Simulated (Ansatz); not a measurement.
## Zr2Ir, pressure series

Base system: Zr2Ir (space group I4/mcm, No. 140; a = 6.463 Å, c = 5.650 Å; a cell from a computed database, its experimental status unchecked).

Cell and atoms are relaxed at each pressure.

Method: PBEsol (Ansatz, an electronic-structure program, PAW, no spin-orbit coupling).

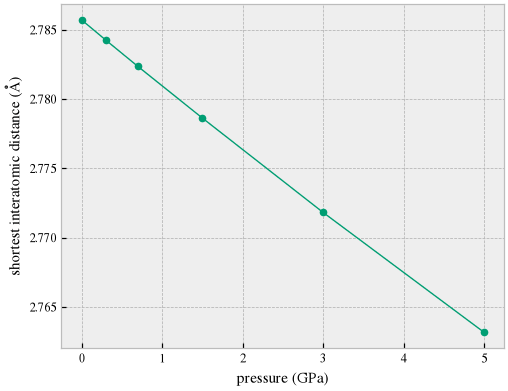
Figure: Shortest interatomic distance against pressure

```csv
pressure (GPa),shortest interatomic distance
0.3,278.4 pm
0.7,278.2 pm
1.5,277.9 pm
3,277.2 pm
5,276.3 pm
```

Load acts through the strain it causes; cell and atoms are relaxed under it. No phonon test of stability was made. Competing high-pressure phases were not computed. The final runs are not spin-polarised.
